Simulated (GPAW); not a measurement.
## Run report: NH$_{3}$S, geometry relaxation (part 3 of 4)

The same run, continued: NH$_{3}$S (Thiohydroxylamine), SMILES NS; revPBE/real-space grid, dispersion D4, scalar-relativistic datasets (GPAW 26.7.0). The atoms were displaced at random from an optimised geometry.

Geometry of the input (Å):
```
N  0.0000  0.0000  0.0000
S  1.6942  0.0000  0.0000
H  -0.4579  0.9096  0.0000
H  -0.4046  -0.4163  -0.8337
H  1.8825  -0.5759  1.0922
```

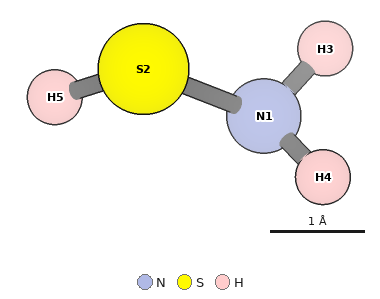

*The structure as given in the input (ball-and-stick view, seen at a tilt; atoms are numbered from 1 in the order of the input).*

**What the program printed, continued**
```
Unit cell  # Å
| periodic |         x |         y |         z |   lengths |    angles |
|----------|-----------|-----------|-----------|-----------|-----------|
|       no | 11.520000 |  0.000000 |  0.000000 | 11.520000 | 90.000000 |
|       no |  0.000000 | 10.800000 |  0.000000 | 10.800000 | 90.000000 |
|       no |  0.000000 |  0.000000 | 11.520000 | 11.520000 | 90.000000 |

Initialization done in: 2.086 s

convergence criteria:
- Maximum [total energy] change in last 3 cyles: 0.0005 eV / valence electron
- Maximum integral of absolute [dens]ity change: 0.0001 electrons / valence electron
- Maximum integral of absolute [eigenst]ate change: 4e-08 eV^2 / valence electron
maximum number of iterations: 80

SCF iterations
|iter     |     time |      energy | eigst |  dens |
|---------|----------|-------------|-------|-------|
|iter:   1| 00:01:42 |  -20.113582 | -0.41 |       |
|iter:   2| 00:01:43 |  -20.214618 | -1.50 | -1.88 |
|iter:   3| 00:01:45 |  -21.036029 | -1.48 | -1.92 |
|iter:   4| 00:01:47 |  -21.791712 | -1.93 | -2.23 |
|it
[... cut ...]
   N | 4.996351 | 5.221072 | 5.624844 | ( 0.0000,  0.0000,  0.0000) |
| 1 |      S | 6.732627 | 5.282724 | 5.586971 | ( 0.0000,  0.0000,  0.0000) |
| 2 |      H | 4.630713 | 6.173548 | 5.653812 | ( 0.0000,  0.0000,  0.0000) |
| 3 |      H | 4.654544 | 4.769473 | 4.775586 | ( 0.0000,  0.0000,  0.0000) |
| 4 |      H | 6.939766 | 4.629846 | 6.761576 | ( 0.0000,  0.0000,  0.0000) |

Unit cell  # Å
| periodic |         x |         y |         z |   lengths |    angles |
|----------|-----------|-----------|-----------|-----------|-----------|
|       no | 11.520000 |  0.000000 |  0.000000 | 11.520000 | 90.000000 |
|       no |  0.000000 | 10.800000 |  0.000000 | 10.800000 | 90.000000 |
|       no |  0.000000 |  0.000000 | 11.520000 | 11.520000 | 90.000000 |

Initialization done in: 1.725 s

convergence criteria:
- Maximum [total energy] change in last 3 cyles: 0.0005 eV / valence electron
- Maximum integral of absolute [dens]ity change: 0.0001 electrons / valence electron
- Maximum integral of absolute [eigenst]ate change: 4e-08 eV^2 / valence electron
maximum number of iterations: 80

SCF iterations
|iter     |     time |      energy | eigst |  dens |
|---------|----------|-------------|-------|-------|
|iter:   1| 00:03:15 |  -22.135348 | -2.52 |       |
|iter:   2| 00:03:16 |  -22.136751 | -3.54 | -2.87 |
|iter:   3| 00:03:17 |  -22.147768 | -3.69 | -2.90 |
|iter:   4| 00:03:18 |  -22.156945 | -4.23 | -3.25 |
|iter:   5| 00:03:19 |  -22.160722 | -5.16 | -3.76 |
|iter:   6| 00:03:20 |  -22.162054c| -5.92 | -4.20c|
|iter:   7| 00:03:21 |  -22.162304c| -6.81 | -4.69c|
|iter:   8| 00:03:22 |  -22.162470c| -7.53c| -5.09c|

Converged in 8 steps
SCF loop duration: 7.377 s (0.922 s/step)
Energy contributions relative to reference atoms: (reference = -12381.520621)

Energy contributions:
  Kinetic:          22.190558
  Coulomb:         -24.976260
  Zero:              0.532101
  External:          0.000000
  Xc:              -19.908869
  Entropy:           0.000000
  Spinorbit:         0.000000
  ----------------------------
  Free energy:     -22.162470
  Extrapolated:    -22.162470

dipole moment: (-0.203843, 0.062129, -0.093125)  # |e|*Ang

Fermi level: -4.389
Eigenvalues  # (at kpt = [0.000, 0.000, 0.000])
| band index |      eig [eV] | occ [0-2] |
|------------|---------------|-----------|
|          0 |       -22.414 |     2.000 |
|          1 |       -17.181 |     2.000 |
|          2 |       -12.329 |     2.000 |
|          3 |       -10.954 |     2.000 |
|          4 |        -9.650 |     2.000 |
|          5 |        -6.299 |     2.000 |
|          6 |        -5.790 |     2.000 |
|          7 |        -1.334 |     0.000 |
|          8 |        -0.422 |     0.000 |
|          9 |         0.074 |     0.000 |
|         10 |         0.540 |     0.000 |

Gap: 4.456 eV
Transition (v -> c):
  (s=0, k=0, n=6, [0.00, 0.00, 0.00]) -> (s=0, k=0, n=7, [0.00, 0.00, 0.00])
No difference between direct/indirect transitions
vacuum-level: 0.000  # V

Forces  # eV/Ang
|        x |        y |        z |
|----------|----------|----------|
| -0.02437 |  0.02663 | -0.03046 |  # N    0
|  0.02947 |  0.00741 |  0.00098 |  # S    1
| -0.02265 | -0.01104 | -0.01707 |  # H    2
|  0.01208 | -0.01118 |  0.00605 |  # H    3
|  0.01789 | -0.00695 | -0.02482 |  # H    4

Force computation time: 0.038  # s
BFGSLineSearch:    6[ 12] 00:03:22      -22.356616       0.0328
        .---------------------------.
       /|                           |
      / |                           |
     /  |                           |
    /   |                           |
   /    |                           |
  /     |                           |
 *      |                           |
 |      |                           |
 |      |                           |
 |      |       H    H              |
 |      |        N   S              |
 |      |      H                    |
 |      |                           |
 |      .---------------------------.
 |     /                           /
 |    /                           /
 |   /                           /
 |  /                           /
 | /                           /
 |/                           /
 *---------------------------*

Atoms  # Å, Bohr magnetons
|   | symbol |        x |        y |        z |    initial magnetic moments |
|---|--------|----------|----------|----------|-----------------------------|
| 0 |      N | 4.997238 | 5.221286 | 5.623365 | ( 0.0000,  0.0000,  0.0000) |
| 1 |      S | 6.733389 | 5.285603 | 5.586406 | ( 0.0000,  0.0000,  0.0000) |
| 2 |      H | 4.629149 | 6.172439 | 5.650970 | ( 0.0000,  0.0000,  0.0000) |
| 3 |      H | 4.655350 | 4.767774 | 4.775440 | ( 0.0000,  0.0000,  0.0000) |
| 4 |      H | 6.940571 | 4.628792 | 6.757952 | ( 0.0000,  0.0000,  0.0000) |

Unit cell  # Å
| periodic |         x |         y |         z |   lengths |    angles |
|----------|-----------|-----------|-----------|-----------|-----------|
|       no | 11.520000 |  0.000000 |  0.000000 | 11.520000 | 90.000000 |
|       no |  0.000000 | 10.800000 |  0.000000 | 10.800000 | 90.000000 |
|       no |  0.000000 |  0.000000 | 11.520000 | 11.520000 | 90.000000 |

Initialization done in: 1.596 s

convergence criteria:
- Maximum [total energy] change in last 3 cyles: 0.0005 eV / valence electron
- Maximum integral of absolute [dens]ity change: 0.0001 electrons / valence electron
- Maximum integral of absolute [eigenst]ate change: 4e-08 eV^2 / valence electron
maximum number of iterations: 80

SCF iterations
|iter     |     time |      energy | eigst |  dens |
|---------|----------|-------------|-------|-------|
|iter:   1| 00:03:24 |  -22.127793 | -2.72 |       |
|iter:   2| 00:03:25 |  -22.129558 | -3.80 | -3.00 |
|iter:   3| 00:03:26 |  -22.144516 | -3.83 | -3.03 |
|iter:   4| 00:03:27 |  -22.154887 | -4.56 | -3.41 |
|iter:   5| 00:03:28 |  -22.160337 | -5.40 | -3.83 |
|iter:   6| 00:03:29 |  -22.162116 | -6.11 | -4.27c|
|iter:   7| 00:03:30 |  -22.162552c| -7.02 | -4.78c|
|iter:   8| 00:03:31 |  -22.162688c| -7.75c| -5.29c|

Converged in 8 steps
SCF loop duration: 7.274 s (0.909 s/step)
Energy contributions relative to reference atoms: (reference = -12381.520621)

Energy contributions:
  Kinetic:          22.233062
  Coulomb:         -25.006551
  Zero:              0.531979
  External:          0.000000
  Xc:              -19.921178
  Entropy:           0.000000
  Spinorbit:         0.000000
  ----------------------------
  Free energy:     -22.162688
  Extrapolated:    -22.162688

dipole moment: (-0.204101, 0.060813, -0.093433)  # |e|*Ang

Fermi level: -4.389
Eigenvalues  # (at kpt = [0.000, 0.000, 0.000])
| band index |      eig [eV] | occ [0-2] |
|------------|---------------|-----------|
|          0 |       -22.414 |     2.000 |
|          1 |       -17.185 |     2.000 |
|          2 |       -12.328 |     2.000 |
|          3 |       -10.958 |     2.000 |
|          4 |        -9.650 |     2.000 |
|          5 |        -6.295 |     2.000 |
|          6 |        -5.792 |     2.000 |
|          7 |        -1.333 |     0.000 |
|          8 |        -0.420 |     0.000 |
|          9 |         0.075 |     0.000 |
|         10 |         0.541 |     0.000 |

Gap: 4.459 eV
Transition (v -> c):
  (s=0, k=0, n=6, [0.00, 0.00, 0.00]) -> (s=0, k=0, n=7, [0.00, 0.00, 0.00])
No difference between direct/indirect transitions
vacuum-level: 0.000  # V

Forces  # eV/Ang
|        x |        y |        z |
|----------|----------|----------|
| -0.03070 |  0.01378 | -0.01018 |  # N    0
|  0.01697 |  0.00346 | -0.00897 |  # S    1
| -0.02145 |  0.00541 | -0.01403 |  # H    2
|  0.01397 | -0.01757 | -0.00311 |  # H    3
|  0.02127 | -0.01183 | -0.00801 |  # H    4

Force computation time: 0.041  # s
        .---------------------------.
       /|                           |
      / |                           |
     /  |                           |
    /   |                           |
   /    |                           |
  /     |                           |
 *      |                           |
 |      |                           |
 |      |                           |
 |      |       H    H              |
 |      |        N   S              |
 |      |      H                    |
 |      |                           |
 |      .---------------------------.
 |     /                           /
 |    /                           /
 |   /                           /
 |  /                           /
 | /                           /
 |/                           /
 *---------------------------*

Atoms  # Å, Bohr magnetons
|   | symbol |        x |        y |        z |    initial magnetic moments |
|---|--------|----------|----------|----------|-----------------------------|
| 0 |      N | 5.000787 | 5.222141 | 5.617448 | ( 0.0000,  0.0000,  0.0000) |
| 1 |      S | 6.736434 | 5.297121 | 5.584145 | ( 0.0000,  0.0000,  0.0000) |
| 2 |      H | 4.622890 | 6.168004 | 5.639604 | ( 0.0000,  0.0000,  0.0000) |
| 3 |      H | 4.658574 | 4.760977 | 4.774855 | ( 0.0000,  0.0000,  0.0000) |
| 4 |      H | 6.943792 | 4.624575 | 6.743457 | ( 0.0000,  0.0000,  0.0000) |

Unit cell  # Å
| periodic |         x |         y |         z |   lengths |    angles |
|----------|-----------|-----------|-----------|-----------|-----------|
|       no | 11.520000 |  0.000000 |  0.000000 | 11.520000 | 90.000000 |
|       no |  0.000000 | 10.800000 |  0.000000 | 10.800000 | 90.000000 |
|       no |  0.000000 |  0.000000 | 11.520000 | 11.520000 | 90.000000 |

Initialization done in: 1.851 s

convergence criteria:
- Maximum [total energy] change in last 3 cyles: 0.0005 eV / valence electron
- Maximum integral of absolute [dens]ity change: 0.0001 electrons / valence electron
- Maximum integral of absolute [eigenst]ate change: 4e-08 eV^2 / valence electron
maximum number of iterations: 80

SCF iterations
|iter     |     time |      energy | eigst |  dens |
|---------|----------|-------------|-------|-------|
|iter:   1| 00:03:33 |  -22.029603 | -1.52 |       |
|iter:   2| 00:03:34 |  -22.036383 | -2.60 | -2.40 |
|iter:   3| 00:03:35 |  -22.092007 | -2.63 | -2.43 |
|iter:   4| 00:03:37 |  -22.132611 | -3.35 | -2.80 |
|iter:   5| 00:03:38 |  -22.153403 | -4.18 | -3.23 |
|iter:   6| 00:03:39 |  -22.160433 | -4.89 | -3.66 |
|iter:   7| 00:03:40 |  -22.162196 | -5.82 | -4.18c|
|iter:   8| 00:03:41 |  -22.162596c| -6.54 | -4.71c|
|iter:   9| 00:03:42 |  -22.162562c| -7.21 | -5.39c|
|iter:  10| 00:03:42 |  -22.162548c| -7.77c| -5.60c|

Converged in 10 steps
SCF loop duration: 9.932 s (0.993 s/step)
Energy contributions relative to reference atoms: (reference = -12381.520621)

Energy contributions:
  Kinetic:          22.387617
  Coulomb:         -25.114800
  Zero:              0.531499
  External:          0.000000
  Xc:              -19.966866
  Entropy:           0.000000
  Spinorbit:         0.000000
  ----------------------------
  Free energy:     -22.162548
  Extrapolated:    -22.162548

dipole moment: (-0.205081, 0.055549, -0.094644)  # |e|*Ang

Fermi level: -4.389
Eigenvalues  # (at kpt = [0.000, 0.000, 0.000])
| band index |      eig [eV] | occ [0-2] |
|------------|---------------|-----------|
|          0 |       -22.413 |     2.000 |
|          1 |       -17.201 |     2.000 |
|          2 |       -12.323 |     2.000 |
|          3 |       -10.975 |     2.000 |
|          4 |        -9.652 |     2.000 |
|          5 |        -6.282 |     2.000 |
|          6 |        -5.800 |     2.000 |
|          7 |        -1.332 |     0.000 |
|          8 |        -0.414 |     0.000 |
|          9 |         0.081 |     0.000 |
|         10 |         0.545 |     0.000 |

Gap: 4.467 eV
Transition (v -> c):
  (s=0, k=0, n=6, [0.00, 0.00, 0.00]) -> (s=0, k=0, n=7, [0.00, 0.00, 0.00])
No difference between direct/indirect transitions
vacuum-level: 0.000  # V

Forces  # eV/Ang
|        x |        y |        z |
|----------|----------|----------|
| -0.02670 | -0.03588 |  0.03251 |  # N    0
| -0.05105 | -0.01186 | -0.04921 |  # S    1
| -0.01577 |  0.06925 |  0.00419 |  # H    2
|  0.02265 | -0.04457 | -0.03680 |  # H    3
|  0.03692 | -0.03774 |  0.05132 |  # H    4

Force computation time: 0.038  # s
        .---------------------------.
       /|                           |
      / |                           |
     /  |                           |
    /   |                           |
   /    |                           |
  /     |                           |
 *      |                           |
 |      |                           |
 |      |                           |
 |      |       H    H              |
 |      |        N   S              |
 |      |      H                    |
 |      |                           |
 |      .---------------------------.
 |     /                           /
 |    /                           /
 |   /                           /
 |  /                           /
 | /                           /
 |/                           /
 *---------------------------*

Atoms  # Å, Bohr magnetons
|   | symbol |        x |        y |        z |    initial magnetic moments |
|---|--------|----------|----------|----------|-----------------------------|
| 0 |      N | 4.998602 | 5.221615 | 5.621091 | ( 0.0000,  0.0000,  0.0000) |
| 1 |      S | 6.734559 | 5.290029 | 5.585537 | ( 0.0000,  0.0000,  0.0000) |
| 2 |      H | 4.626744 | 6.170735 | 5.646603 | ( 0.0000,  0.0000,  0.0000) |
| 3 |      H | 4.656589 | 4.765162 | 4.775215 | ( 0.0000,  0.0000,  0.0000) |
| 4 |      H | 6.941809 | 4.627171 | 6.752382 | ( 0.0000,  0.0000,  0.0000) |

Unit cell  # Å
| periodic |         x |         y |         z |   lengths |    angles |
|----------|-----------|-----------|-----------|-----------|-----------|
|       no | 11.520000 |  0.000000 |  0.000000 | 11.520000 | 90.000000 |
|       no |  0.000000 | 10.800000 |  0.000000 | 10.800000 | 90.000000 |
|       no |  0.000000 |  0.000000 | 11.520000 | 11.520000 | 90.000000 |

Initialization done in: 1.834 s

convergence criteria:
- Maximum [total energy] change in last 3 cyles: 0.0005 eV / valence electron
- Maximum integral of absolute [dens]ity change: 0.0001 electrons / valence electron
- Maximum integral of absolute [eigenst]ate change: 4e-08 eV^2 / valence electron
maximum number of iterations: 80
```
